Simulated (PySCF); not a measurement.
```
atom    x (Å)    y (Å)    z (Å)
   C  -2.4586   0.3741  -0.4077
   C  -0.9906   0.1368  -0.2994
   C  -0.4143  -1.0516  -0.3170
   C   1.0627  -1.3067  -0.2054
   O   1.8258  -0.1430  -0.1051
  Al   2.5102   1.3444   0.0051
   H  -2.6721   1.0288  -1.2518
   H  -3.0000  -0.5595  -0.5396
   H  -2.8242   0.8684   0.4918
   H  -0.3777   1.0277  -0.1948
   H  -1.0000  -1.9559  -0.4154
   H   1.2486  -1.9324   0.6802
   H   1.3922  -1.8737  -1.0880
   H   4.0127   1.4706  -0.2613
   H   1.6810   2.5801   0.3810
```

Geometry: GFN2-xTB.

Theory: PBE0/pcSseg-1, SCF density, gas phase, non-relativistic in PySCF 2.14.0.

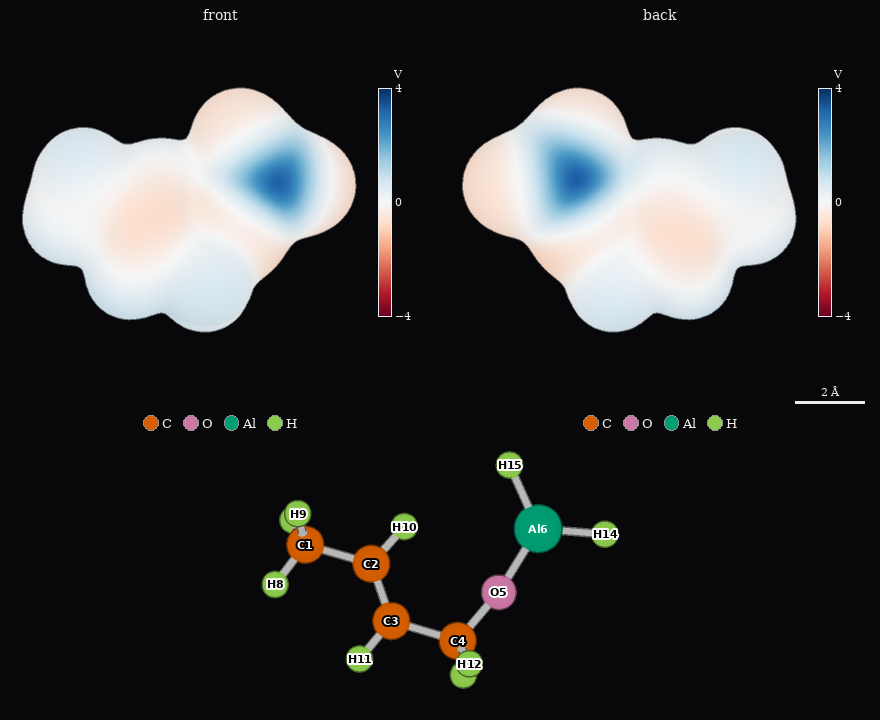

C4H9AlO. The molecular electrostatic potential painted on the density surface at 0.002 e/bohr³, seen from the front and from behind; red is negative and blue positive. The bare structure is drawn below in the same view.

**Where is the surface potential most negative and most positive?**

The most negative region (about −0.8 V) lies over C2, C3 and O5, the most positive (about +3.1 V) over Al6.

**What dipole moment does the calculation give?**

Its dipole moment is 1.16 D.
